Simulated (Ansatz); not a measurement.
F₂H₃NOZr···H₂S

```yaml
atoms:
  - { symbol: Zr, position_ang: [0.1611, -0.0995, 0.1016] }
  - { symbol: N, position_ang: [-0.0314, 0.0105, 2.2458] }
  - { symbol: H, position_ang: [-0.1210, -0.7910, 2.8672] }
  - { symbol: H, position_ang: [0.2648, 0.8118, 2.8006] }
  - { symbol: F, position_ang: [2.0193, -0.2145, -0.3099] }
  - { symbol: F, position_ang: [-0.3737, 1.5545, -0.6865] }
  - { symbol: O, position_ang: [-0.6361, -1.7236, -0.5022] }
  - { symbol: H, position_ang: [-1.0725, -2.4178, -0.9973] }
  - { symbol: S, position_ang: [-3.3945, 0.3769, 1.1841] }
  - { symbol: H, position_ang: [-3.6157, -0.9413, 1.3888] }
  - { symbol: H, position_ang: [-2.2436, 0.3561, 1.9535] }
```

Core potentials replace the inner electrons of Zr; not at a stationary point (largest force 1.7 eV/Å).

The calculation used Ansatz 0.2.0, RKS PBE0/def2-SVP.

Predict the electron density and electron localisation function between the atoms.

Zr–F (1.91 Å): the density is about 0.91 e/Å³ at the midpoint; the ELF peaks at about 0.85 in the valence shell of F, 0.5 Å from its nucleus, and drops to about 0.25 between the two atoms.
Zr–O (1.91 Å): the density is about 0.92 e/Å³ at the midpoint; the ELF peaks at about 0.80 in the valence shell of O, 0.5 Å from its nucleus, and drops to about 0.20 between the two atoms.

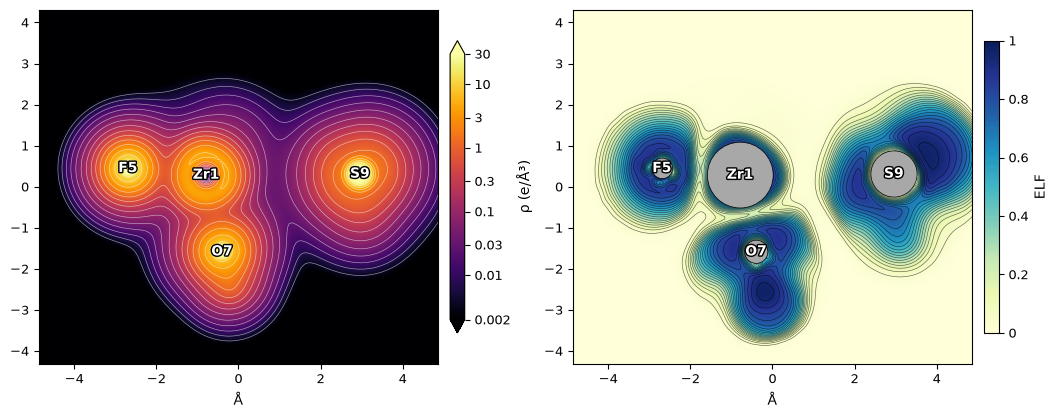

Computed electron density and electron localisation function on the plane of atoms F5, Zr1 and O7, in this order. Grey discs cover the atomic cores in the ELF map. 
